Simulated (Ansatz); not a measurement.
Three curves of one kind of scan: energy against volume (even scaling of the relaxed cell, symmetry kept). The numbers are results of PBEsol (plane waves to 420 eV, PAW, scalar-relativistic; Ansatz, a quantum-chemistry and plane-wave program), not measurements. Each is measured from its own zero (the relaxed starting cell). 

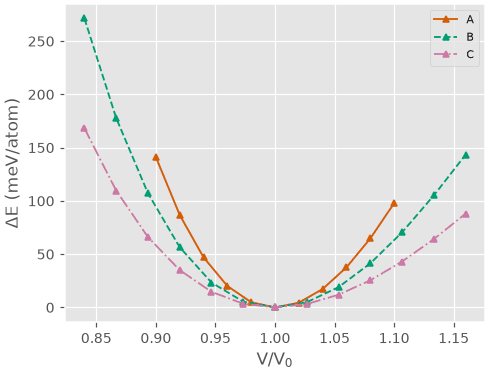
Curves A, B and C.

**Question.** Which curve belongs to the crystal with a fitted bulk modulus of 356 GPa and a relaxed volume of 10.47 Å³/atom?

**Answer.** Curve A, TaN (rock salt): near the minimum ΔE ≈ ½·B₀·V₀·(V/V₀ − 1)², with B₀·V₀ = 23 eV/atom.

All were relaxed with their symmetry unable to fall. At this level the bands of HgSe touch or barely overlap. Relaxed Fe ends ferromagnetic. Spin-orbit coupling is left out. TaN is run without spin polarisation. This is a high-temperature form of TaN. The magnetic order is the one the run started from; other orders were not tried. (This holds for the magnetic or f-shell members.)

(Under strain, the slope of the energy per volume gives the stress and its curvature an elastic modulus.)
